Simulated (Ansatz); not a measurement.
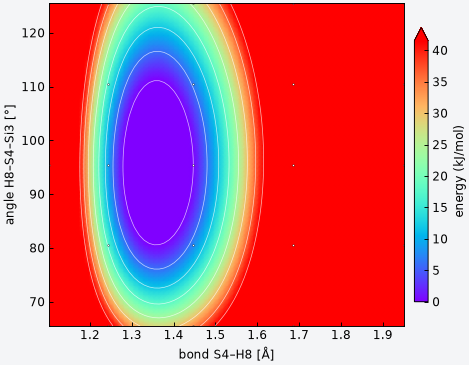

H4OSSi2, SMILES [SiH3]O[Si]S. Two internal coordinates are moved rigidly from the geometry relaxed at PBE0-D4/def2-TZVP, all others fixed. Coordinates scanned: (1) bond S4–H8; (2) angle H8–S4–Si3. The grid has 5 × 5 points. Energies: kJ/mol, counted from the lowest grid point. Theory: RKS PBE-D4/def2-TZVPP (Ansatz).

In the figure: a smooth colour map with a few white contour lines, dots at the grid points, one colour for all values above the top of the scale. Between grid points the surface is interpolated.

> Where is the minimum, and how stiff is the well along each coordinate?

The interpolated minimum is at bond S4–H8 ≈ 1.353 Å, angle H8–S4–Si3 ≈ 95.2°. The curvatures there are about 27 eV/Å² and 2.2 eV/rad², with a cross term of about 0 eV/(Å·rad). Round the minimum the two coordinates are nearly uncoupled. (1 eV is 96.5 kJ/mol.)
